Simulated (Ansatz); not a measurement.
AlBClH$_{3}$N$_{2}$

Input

```
crystal:
  periodic: [false, false, false]
  atoms:
    - { symbol: "N", position_ang: [-0.5485, 1.9166, 0.8073] }
    - { symbol: Al, position_ang: [-0.3002, 0.1662, 0.2057] }
    - { symbol: "N", position_ang: [-0.5474, -1.2499, -0.9314] }
    - { symbol: B, position_ang: [0.6088, -1.7359, 0.1241] }
    - { symbol: Cl, position_ang: [1.7284, -3.0238, 0.712] }
    - { symbol: H, position_ang: [-1.2438, 2.4172, 0.1021] }
    - { symbol: H, position_ang: [0.3437, 2.4632, 0.7219] }
    - { symbol: H, position_ang: [0.0511, -1.0107, -1.7976] }
basis:
  gaussian: { orbitals: def2-SVP }
hamiltonian:
  xc: b3lyp
  dispersion: d4
relax:
  f_tol: 0.015
  max_steps: 40
output:
  orbitals: {}
```

Run with:

```sh
ansatz run input.yaml --threads 1 --pin off --max-ram 2048MiB --backend cpu --events-out ev --progress --plain --runs-dir out
```

The fields are those of the run's last geometry, not of the input's.

Computed with RKS B3LYP-D4/def2-SVP in Ansatz.

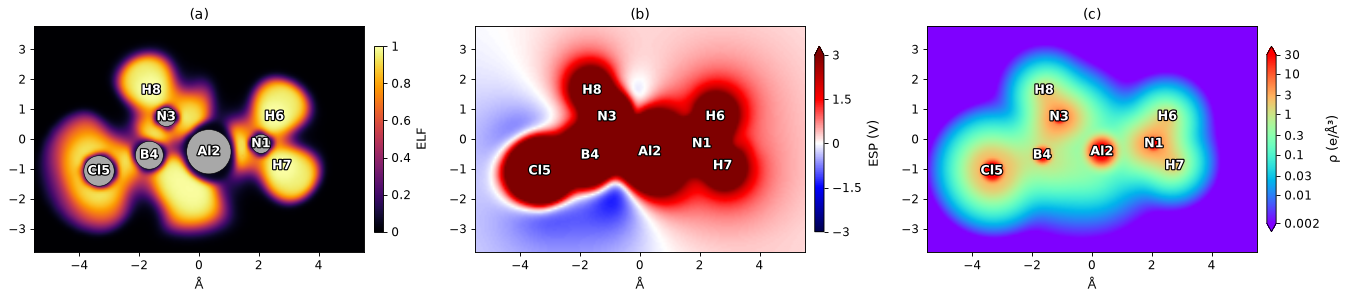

Figure 1. (a) ELF; (b) electrostatic potential; (c) electron density on the molecular plane. Grey discs cover the atomic cores in the ELF map.

Read the bonding off the picture.

- Atoms in the plane: N, Al, B, Cl and H.
- B–N (1.40 Å): ρ is about 1.9 e/Å³ halfway; the ELF peaks at about 0.90 between the atoms: a short, strongly polar bond.
- B–Cl (1.76 Å): the density is about 1.3 e/Å³ at the midpoint; the ELF peaks at about 0.90 between the atoms: a polar covalent bond.
- Al–N (1.77 Å): ρ at the midpoint is about 0.82 e/Å³; the ELF peaks at about 0.90 in the valence shell of N, 0.6 Å from its nucleus, and is about 0.55 at the midpoint.
- Al–B (1.99 Å): the density is about 0.5 e/Å³ at the midpoint; the ELF peaks at about 0.60 in the valence shell of B, 0.8 Å from its nucleus, and is about 0.40 at the midpoint.
- N–H (1.02 Å): ρ is about 2.7 e/Å³ halfway; the ELF climbs to about 1 towards the hydrogen, as it does in any bond to H; an ordinary covalent bond to hydrogen.
- The ELF also peaks beside Cl5, away from the bonds: lone-pair regions.
- Outside the dense part of the molecule the potential is most negative (−1.3 V) near Cl5.

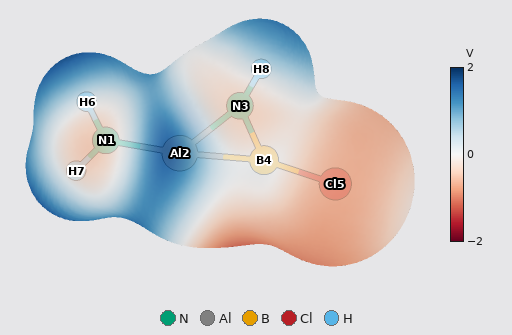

Figure 2. The molecular electrostatic potential painted on the density surface at 0.002 e/bohr³, seen at a tilt; red is negative and blue positive.

Where is the surface potential most negative and most positive?

The most negative region (about −1.1 V) lies over Cl5, the most positive (about +1.7 V) over Al2, H6 and H7.

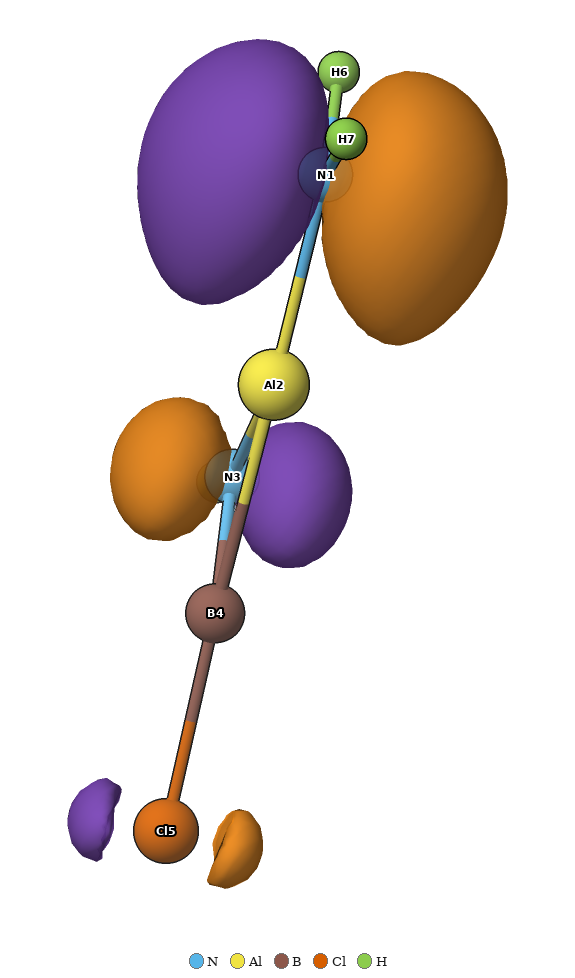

Figure 3. The HOMO−1 at ±0.15 Å⁻³ᐟ² (orange and purple are the two phases), seen at an oblique angle.

What is the character of this orbital?

Its weight (Hirshfeld) is mainly on N1 (about 65 %) and N3 (about 10 %); it changes sign across the molecular plane (π type); π-antibonding (a node) across Al2–N3. Its energy is −7.29 eV.
